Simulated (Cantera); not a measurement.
A closed system holds: 1 mol Si, a varied amount of HF, 1.2 mol H₂, held at 523 K and 13.3 mbar.

Equilibrium computed with Cantera from the NASA thermochemical tables; the gas is ideal and each condensed phase is pure. Candidate condensed phases: Si; 25 gas species. Equilibrium is a limit: real reactors are often held back by kinetics, nucleation or transport.

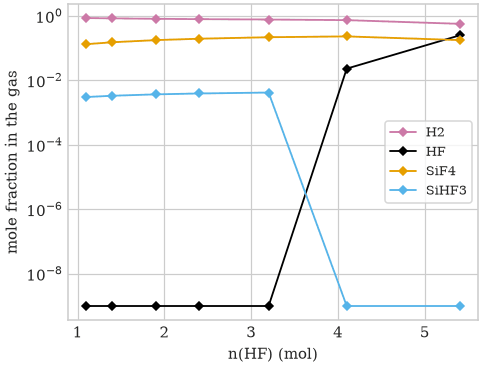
Figure: Equilibrium gas composition (values under 1e-9 drawn at 1e-9)

Read off the mole fractions at 1.9 mol HF.

H₂ about 0.82, SiF₄ about 0.18, SiHF₃ about 0.0037.
